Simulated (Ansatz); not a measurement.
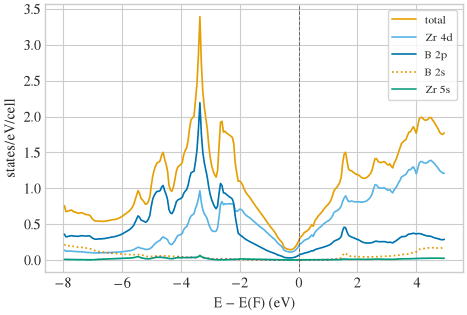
Total and projected density of states of ZrB2 in space group P6/mmm (No. 191; Zr on 1a, B on 2d), PBE (plane waves, PAW; program Ansatz)

Which orbitals carry the states next to the Fermi level?

Within 0.5 eV of the Fermi level: Zr 4d 73 %, B 2p 25 %. Projections are on Löwdin-orthogonalised atomic valence shells; empty p or d shells of many metals are not among them.

Where is the tallest occupied peak in this window, and what makes it?

Near -3.3 eV, about 3.4 states/eV per cell; the largest projected share is B 2p.

Symmetry was held in the PBE relaxation; phonons on a q-mesh show no instability. No spin polarisation was allowed. Spin–orbit coupling is left out wherever it is not named.

Potentials: the later of the program's two PAW sets.
